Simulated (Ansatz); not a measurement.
```xyz
6

Cl   -1.7080   -0.6144    1.1568
C    -0.0536   -0.0193    0.0363
F     1.5820    0.5692   -1.0711
H    -0.1163   -0.7744   -0.7242
H    -0.3913    0.9711   -0.2023
H     0.6873   -0.1323    0.8045
```

A transition-state structure; geometry: PBE0-D4/def2-TZVPD.

Computed with RKS PBE0-D4/def2-TZVPPD in Ansatz 0.2.0.

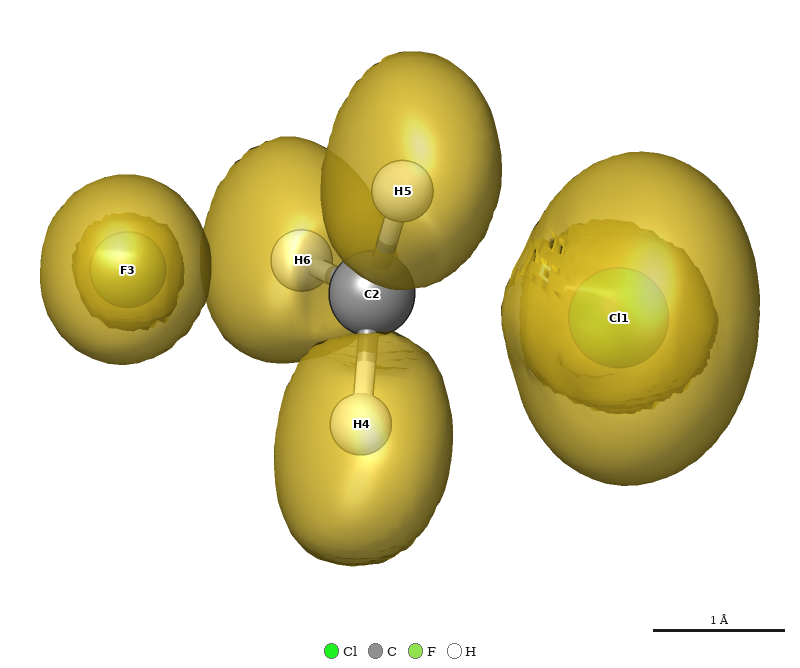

Cl···CH3···F (charge −1). Isosurface of the electron localisation function at 0.8 (yellow), seen at a tilt. Core shells and regions of very low density are left out.

**Describe the localisation domains.**

At this value the surface marks out three regions around hydrogen nuclei, one region wrapped around Cl (its valence shell) and one region wrapped around F (its valence shell). Along the contacts the grid gives the following. C2···Cl1 (2.08 Å): the ELF peaks at about 0.85 between the atoms. C2···F3 (2.06 Å): the ELF is about 0.20 at the midpoint.
